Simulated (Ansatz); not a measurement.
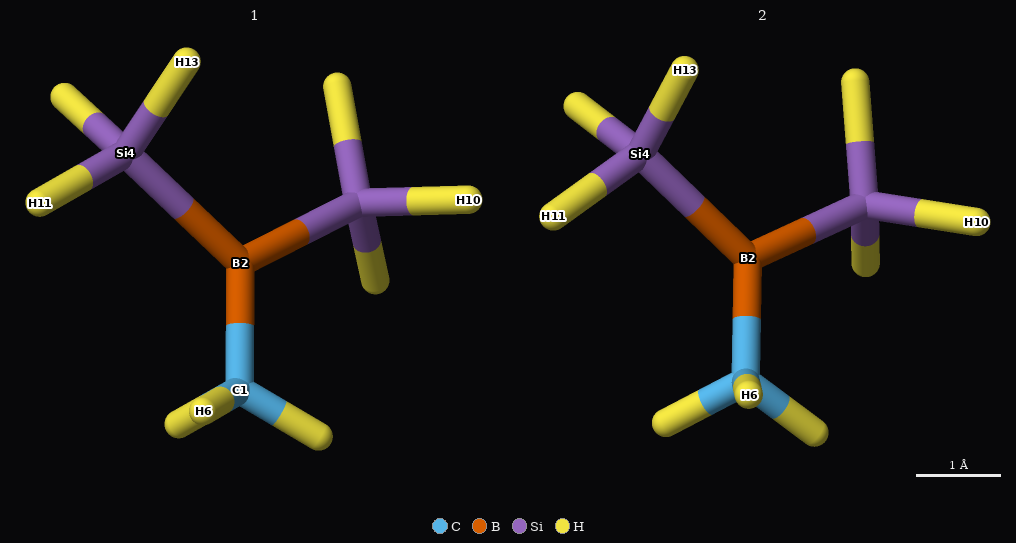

Two geometries of CH9BSi2 (coarse preliminary run), drawn at one scale. One is the start of a relaxation, the other its converged end. A stick model, seen at a tilt.

Computed with RKS PBE-D4/def2-SVP in Ansatz. Set-up: force threshold 0.03 eV/Å; at most 200 steps.

**Which one is relaxed?**

Structure 1 is the relaxed one. The start comes from a force field. The atom that moves furthest after the best rigid fit is an H atom (0.51 Å). By element the largest moves are H 0.51 Å, Si 0.14 Å, C 0.11 Å, B 0.07 Å. Near-neighbour distances that change, for instance: H–Si 1.367 → 1.512 Å, B–Si 1.909 → 2.026 Å, B–C 1.531 → 1.563 Å, H–Si 1.478 → 1.507 Å. Bond angles that change, for instance: B–C–H 110.4° → 101.9°, B–Si–H 108.8° → 115.6°, B–Si–H 114.0° → 108.5°. Groups turn about B–C by about 25°. The energy falls by 0.555 eV in 12 accepted moves (15 points after the start). The largest force component goes from 3.3 to 0.0099 eV/Å. The line search rejected the trial steps at points 3, 13, 14 of the run. The forces were under the threshold at step 5, but the run went on from there. The run took of the order of 40 core-seconds on a shared host.
